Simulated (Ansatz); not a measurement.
**CH₇GeN (SMILES C[NH][GeH3]): density, localisation and related maps**

Input file:

```
crystal:
  periodic: [false, false, false]
  atoms:
    - {symbol: C, position_ang: [-0.100506, -0.103354, 0.470345]}
    - {symbol: Ge, position_ang: [-2.299967, 1.679747, 0.154431]}
    - {symbol: N, position_ang: [-0.683745, 0.925972, -0.367362]}
    - {symbol: H, position_ang: [0.747455, -0.573508, -0.045551]}
    - {symbol: H, position_ang: [-0.840908, -0.894700, 0.646020]}
    - {symbol: H, position_ang: [0.254299, 0.241622, 1.458160]}
    - {symbol: H, position_ang: [0.001355, 1.628823, -0.628569]}
    - {symbol: H, position_ang: [-3.338861, 0.548105, 0.139810]}
    - {symbol: H, position_ang: [-2.262401, 2.295359, 1.574938]}
    - {symbol: H, position_ang: [-2.633728, 2.767831, -0.874734]}
basis:
  gaussian: {orbitals: def2-TZVPD}
hamiltonian: {xc: pbe0}
output: {forces: true, orbitals: {seedname: orbitals}}
```

Run with:

```sh
ansatz run input.yaml --threads 2 --pin off --max-ram 4350MiB --events-out events.jsonl --progress --plain --runs-dir runs
```

Geometry: PBE0-D3(BJ)/pcseg-1.

Level of theory: Ansatz 0.2.0, isolated molecule in a Gaussian basis; Kohn-Sham density functional theory, functional PBE0.

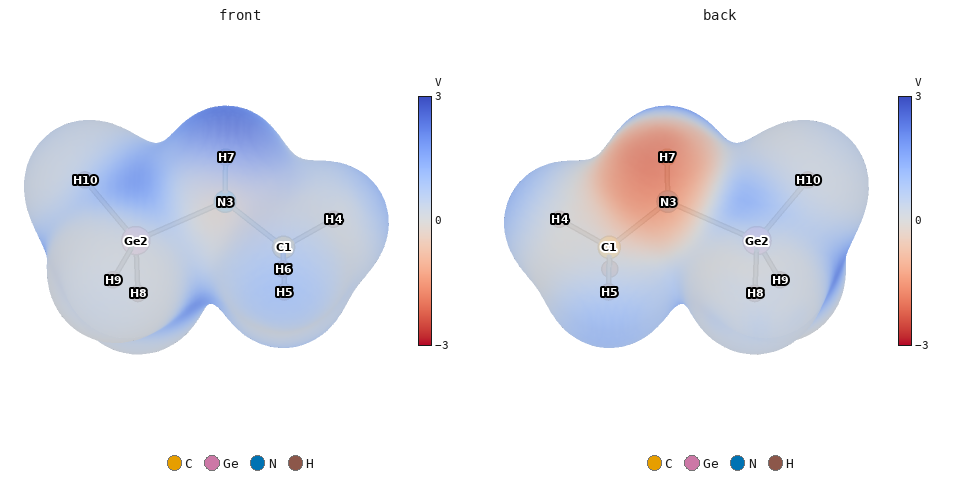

Figure 1. The molecular electrostatic potential painted on the density surface at 0.004 e/bohr³, seen from the front and from behind; red is negative and blue positive.

Question: Where is the surface potential most negative and most positive?

Answer: The most negative region (about −1.8 V) lies over N3, the most positive (about +2.2 V) over H7. N3 is the likeliest acceptor of a hydrogen bond.

Question: What dipole moment does the calculation give?

Answer: Its dipole moment is 0.82 D.

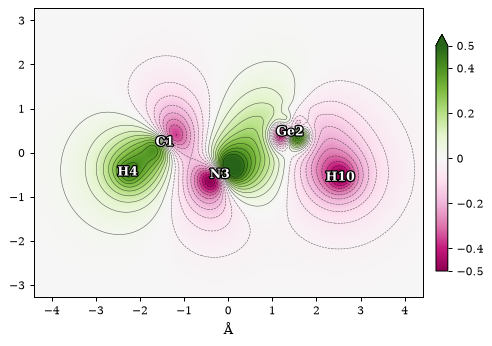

Figure 2. The HOMO−1 on the plane of atoms N3, Ge2 and H10 (values in Å⁻³ᐟ²; the overall sign is arbitrary).

Question: What is the character of this orbital?

Answer: Its weight (Hirshfeld) is mainly on Ge2 (about 30 %), N3 (about 15 %), H10 (about 10 %), C1 (about 10 %), H9 (about 10 %) and H8 (about 10 %). Its energy is −9.32 eV.

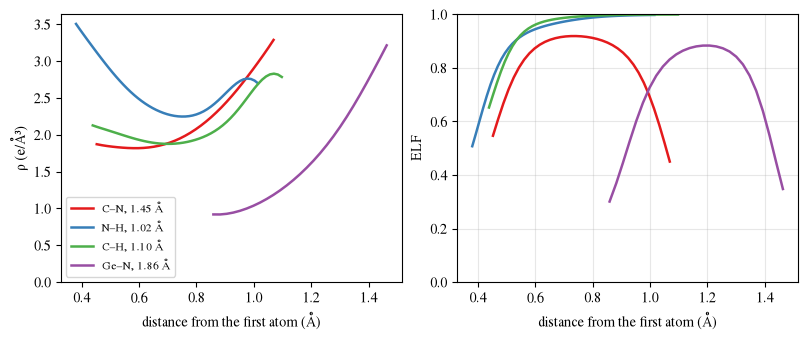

Figure 3. Electron density and ELF along straight lines between neighbouring atoms. The curves leave out the atomic cores.

Question: What can be read from the curves?

Answer: C–N (1.45 Å): ρ at the midpoint is about 1.9 e/Å³; the ELF peaks at about 0.90 between the atoms: a covalent bond.
N–H (1.02 Å): ρ at the midpoint is about 2.8 e/Å³; the ELF climbs to about 1 towards the hydrogen, as it does in any bond to H (an ordinary covalent bond to hydrogen).
C–H (1.10 Å): ρ is about 2 e/Å³ halfway; the ELF climbs to about 1 towards the hydrogen (an ordinary covalent bond to hydrogen).
Ge–N (1.86 Å): ρ is about 0.94 e/Å³ halfway; the ELF peaks at about 0.90 in the valence shell of N, 0.7 Å from its nucleus, and is about 0.55 at the midpoint.
